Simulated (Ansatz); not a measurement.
# CH$_{5}$BO: what the fields show

The calculation's input:

```
crystal:
  periodic: [false, false, false]
  atoms:
    - { symbol: B, position_ang: [0.0, 0.0, 0.0] }
    - { symbol: C, position_ang: [1.0599, 0.0, 1.4549] }
    - { symbol: H, position_ang: [0.0603, -0.3092, 1.8254] }
    - { symbol: H, position_ang: [1.8275, -0.7111, 1.8254] }
    - { symbol: H, position_ang: [1.2919, 1.0203, 1.8254] }
    - { symbol: H, position_ang: [1.3894, 0.0, -0.0408] }
    - { symbol: O, position_ang: [-1.2211, 0.0, -0.705] }
    - { symbol: H, position_ang: [-1.7308, -0.8467, -0.4965] }
basis:
  gaussian: { orbitals: def2-SVP }
hamiltonian:
  xc: pbe0
  dispersion: d4
relax:
  f_tol: 0.15
  max_steps: 25
  restrain:
    - { distance: [1, 5], at: 2.31, k: 30.0 }
    - { distance: [0, 1], at: 1.6, k: 30.0 }
    - { distance: [0, 5], at: 1.19, k: 30.0 }
output:
  orbitals: {}
```

Run with:

```sh
ansatz run input.yaml --threads 1 --pin off --max-ram 2048MiB --backend cpu --events-out ev --progress --plain --runs-dir out
```

The fields are those of the run's last geometry, not of the input's.

Not at a stationary point (largest force 0.8 eV/Å).

Computed with Ansatz 0.2.0, RKS PBE0-D4/def2-SVP.

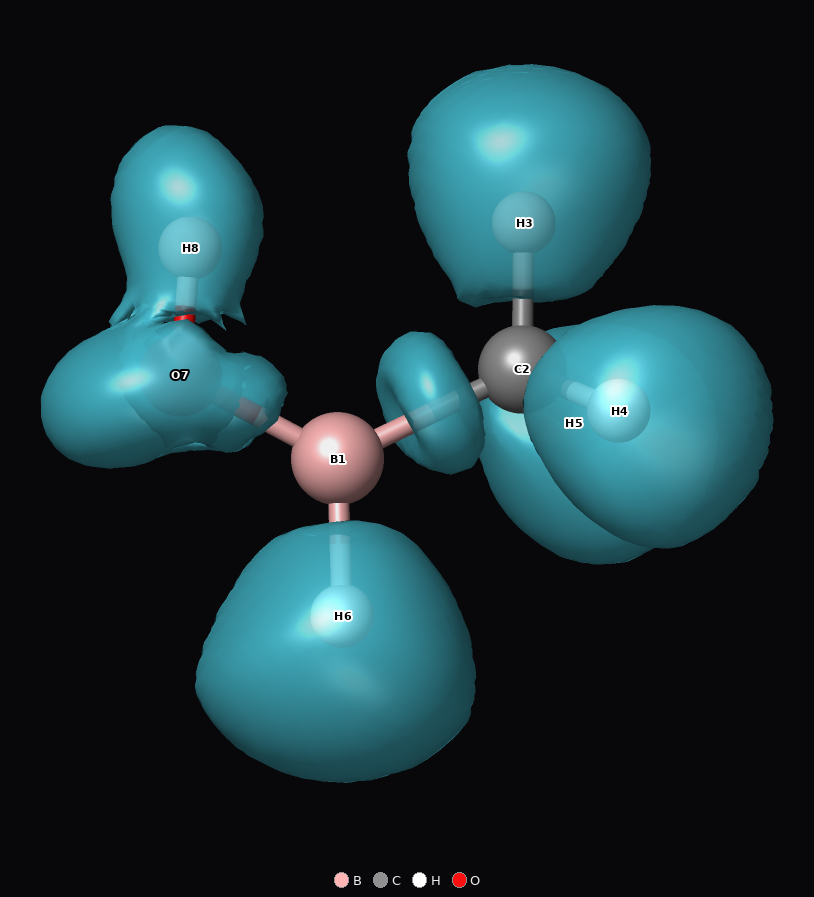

Figure 1. Isosurface of the ELF at 0.8 (cyan), seen at a tilt. Only the valence region is drawn (cores and ρ < 0.01 e/Å³ removed).

Describe the localisation domains.

At this value the surface marks out one region between bonded B–C atoms (shared pairs), four regions around hydrogen nuclei and one joined region spread over several atoms (H, O), in which their bonds and any lone pairs are merged.


B–O (1.35 Å): the ELF peaks at about 0.90 between the atoms: a short, strongly polar bond. C–B (1.57 Å): the ELF peaks at about 1 between the atoms, as expected for a shared electron pair.

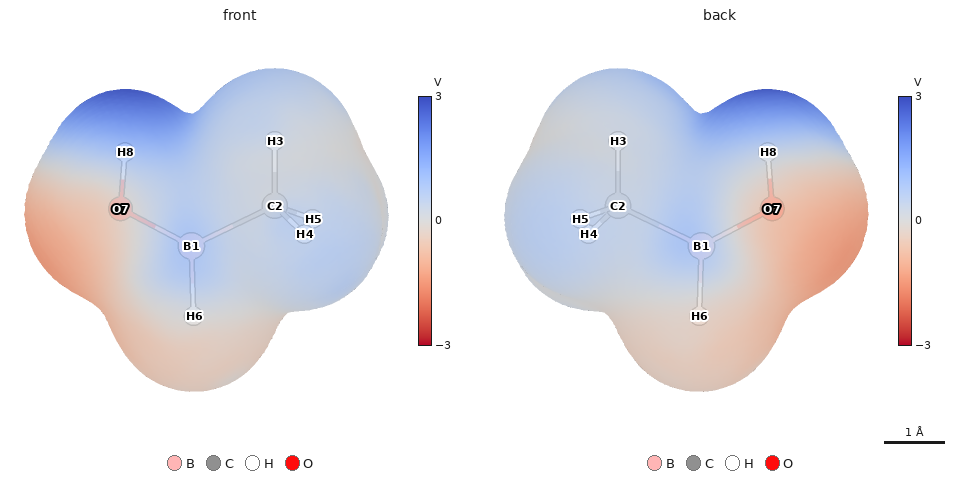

Figure 2. The molecular electrostatic potential painted on the density surface at 0.002 e/bohr³, seen from the front and from behind; the colour scale runs from red (negative) to blue (positive).

Where is the surface potential most negative and most positive?

The most negative region (about −1.4 V) lies over O7, the most positive (about +2.6 V) over H8. O7 is the likeliest acceptor of a hydrogen bond.

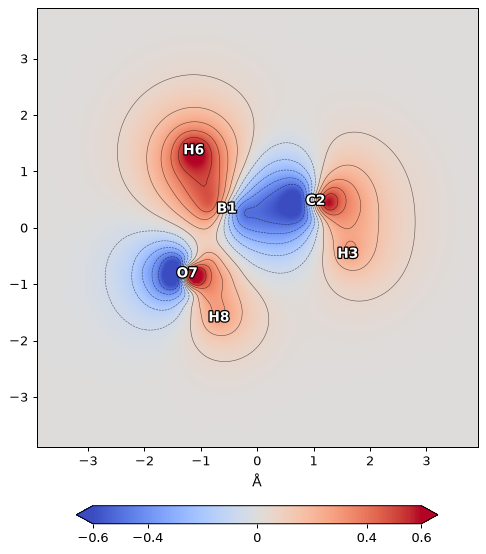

Figure 3. The HOMO on the plane of atoms B1, C2 and H3 (values in Å⁻³ᐟ²; the overall sign is arbitrary).

Where does this orbital lie, and at what energy?

It lies mainly on C2 (about 25 %), B1 (about 25 %), H6 (about 20 %) and O7 (about 15 %). Its energy is −8.37 eV.
